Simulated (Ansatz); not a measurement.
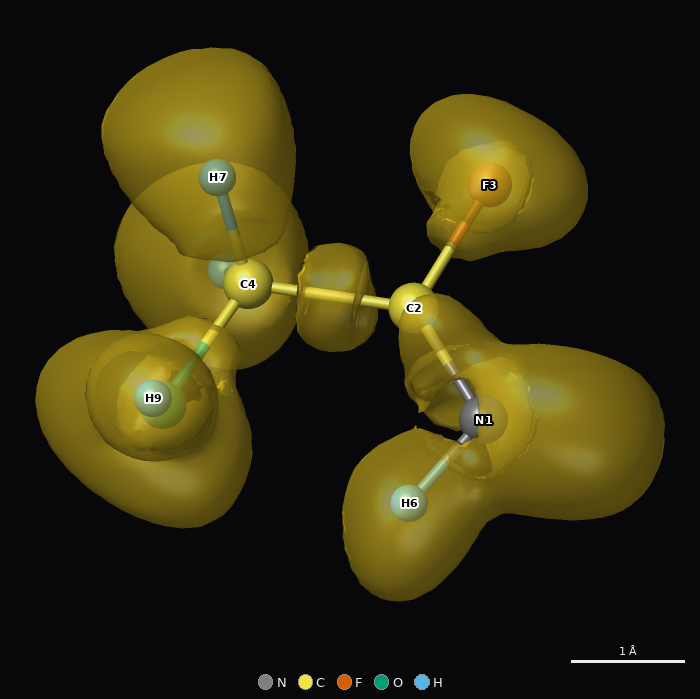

C2H4FNO (SMILES N=C(F)CO). Isosurface of the ELF at 0.75 (yellow), seen at a tilt. Only the valence region is drawn (cores and ρ < 0.01 e/Å³ removed).

Geometry: PBE0-D4/def2-TZVP.

Computed with RKS PBE0-D4/def2-TZVPP in Ansatz 0.2.0.

```csv
atom,x (Å),y (Å),z (Å)
N,-0.4419,0.9292,1.4235
C,0.4284,0.3394,0.7603
F,1.7084,0.4158,1.1403
C,0.3016,-0.5088,-0.4739
O,-1.0050,-0.5363,-0.9751
H,-1.3549,0.7441,1.0121
H,1.0357,-0.1610,-1.2111
H,0.5783,-1.5345,-0.2133
H,-1.1620,0.2656,-1.4801
```

### Identify the bonds, lone pairs and shells in this picture.

The ELF exceeds this value in one region between bonded C–C atoms (shared pairs), two regions around hydrogen nuclei, one region on F in which the atom's valence shell and bonds are merged, one joined region spread over several atoms (H, N), in which their bonds and any lone pairs are merged and one joined region spread over several atoms (H, O), in which their bonds and any lone pairs are merged. Along the contacts the grid gives the following. C–N (1.24 Å): the ELF peaks at about 0.90 between the atoms (a multiple bond). C–F (1.34 Å): the ELF peaks at about 0.85 between the atoms; a polar covalent bond.
